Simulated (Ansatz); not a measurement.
Consider HPbNO4.

Input

```
crystal:
  lattice:
    - [4.19923, 0.11117, 0.16817]
    - [1.916, 3.89132, 0.12568]
    - [1.76085, 1.25259, 6.37266]
  atoms:
    - { symbol: H, position: [0.89145, 0.68202, 0.62796] }
    - { symbol: Pb, position: [0.14426, 0.92872, 0.88352] }
    - { symbol: "N", position: [0.2567, 0.28861, 0.30171] }
    - { symbol: O, position: [0.83108, 0.65056, 0.78405] }
    - { symbol: O, position: [0.38694, 0.2238, 0.11295] }
    - { symbol: O, position: [0.31104, 0.03576, 0.45856] }
    - { symbol: O, position: [0.07726, 0.60633, 0.32275] }
hamiltonian:
  xc: pbe
  pseudopotentials: { kind: paw }
kpoints:
  mp_grid: { grid: [7, 7, 5] }
scf:
  occupations: { method: fermi_dirac, width: 0.05 }
output:
  forces: true
  stress: true
  eigenvalues: true
  write_density: true
  write_potential: true
  elf: true
  volumetric_format: npy
```

Command:

```sh
ansatz run input.yaml --threads 8 --pin off --max-ram 20480MiB --backend cpu --events-out ev --progress --plain --runs-dir out
```

Below, planes, directions and counts refer to the conventional cell (a = 4.20 Å, b = 4.34 Å, c = 6.73 Å, α = 71.95°, β = 72.29°, γ = 62.23°).

Space group P1; a generated structure, not necessarily the stable one.

Theory: Kohn-Sham DFT of a periodic cell, PBE, Ansatz PAW in Ansatz 0.2.0.

Predict the valence pseudo-density and electron localisation function between the atoms.

Answer. O–H (0.98 Å): ρ at the midpoint is about 3.7 e/Å³; the ELF climbs to about 1 towards the hydrogen, as it does in any bond to H; a covalent bond by its length.
Pb–O (2.48 Å): the density is about 0.34 e/Å³ at the midpoint; the ELF is about 0.15 at the midpoint; no shared electron pair shows on this line.
Pb–O (2.67 Å): ρ at the midpoint is about 0.2 e/Å³; the ELF is about 0.10 at the midpoint (no shared electron pair shows on this line).

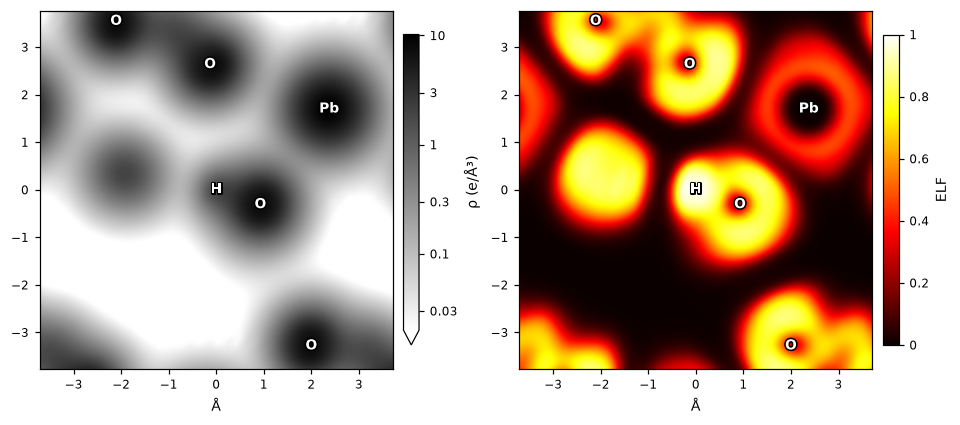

Computed valence pseudo-density and electron localisation function on the (11̄0) plane of the conventional cell, in this order. Atoms just off the plane (N, 0.5 Å away and O, 0.6 Å away) can leave unmarked features too.
